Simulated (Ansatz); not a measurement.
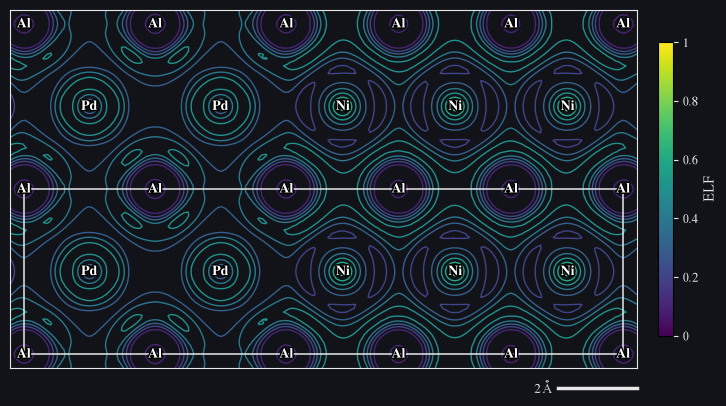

Figure 1: Al5Ni3Pd2. Electron localisation function on the (110) plane of the conventional cell.

Space group P4/mmm; a structure generated by program, which may or may not match a known phase; computed without spin polarisation.

Method: DFT PBE, scalar-relativistic, plane waves, PAW in Ansatz.

Core electrons are frozen (PAW), and the valence fields are smoothed inside the atomic spheres.

The calculation's input:

```
crystal:
  lattice:
    - [2.9441981112, 0.0, 0.0]
    - [0.0, 2.9441981112, 0.0]
    - [0.0, 0.0, 15.1114322942]
  atoms:
    - { symbol: Al, position: [0.5, 0.5, 0.7809809358] }
    - { symbol: Al, position: [0.5, 0.5, 0.0] }
    - { symbol: Al, position: [0.5, 0.5, 0.2190190642] }
    - { symbol: Al, position: [0.5, 0.5, 0.4061089004] }
    - { symbol: Al, position: [0.5, 0.5, 0.5938910996] }
    - { symbol: Ni, position: [0.0, 0.0, 0.6874649966] }
    - { symbol: Ni, position: [0.0, 0.0, 0.3125350034] }
    - { symbol: Ni, position: [0.0, 0.0, 0.5] }
    - { symbol: Pd, position: [0.0, 0.0, 0.8906036068] }
    - { symbol: Pd, position: [0.0, 0.0, 0.1093963932] }
basis:
  ecutwfc: 420
kpoints:
  mp_grid: { grid: [14, 14, 4] }
  band_path:
    path:
      - [[0.0, 0.0, 0.0], [0.0, 0.5, 0.0], [0.5, 0.5, 0.0], [0.0, 0.0, 0.0], [0.0, 0.0, 0.5], [0.0, 0.5, 0.5], [0.5, 0.5, 0.5], [0.0, 0.0, 0.5]]
      - [[0.0, 0.5, 0.0], [0.0, 0.5, 0.5]]
      - [[0.5, 0.5, 0.0], [0.5, 0.5, 0.5]]
    npoints: 14
hamiltonian:
  xc: pbe
scf:
  occupations: { method: gaussian, width: 0.1 }
  n_extra_bands: 25
output:
  forces: true
  stress: true
  eigenvalues: true
  populations: true
  dos: { projected: true, de: 0.02, nscf_kmesh: { grid: [17, 17, 5] } }
  bader: true
  write_density: true
  write_potential: true
  elf: true
  volumetric_format: npy
```

Command:

```sh
ansatz run input.yaml --threads 4 --pin off --max-ram 8192MiB --backend cpu --events-out ev --progress --plain --runs-dir out
```

Below, planes, directions and counts refer to the conventional cell (a = 2.94 Å, b = 2.94 Å, c = 15.11 Å, α = 90.00°, β = 90.00°, γ = 90.00°).

Interpret the plot.

- Atoms in the plane: Al, Ni and Pd.
- Al–Ni (2.52 Å): the ELF is about 0.40 at the midpoint.
- Al–Pd (2.66 Å): the ELF is about 0.35 at the midpoint; no localised pair shows between them.
- Al–Al (2.83 Å): the ELF reaches about 0.55 near the midpoint.
- Ni–Ni (2.83 Å): the ELF is about 0.30 at the midpoint.
- The features right at Ni and Pd lie inside the PAW spheres, where the map follows smoothed inner orbitals and isn't to be read closely.
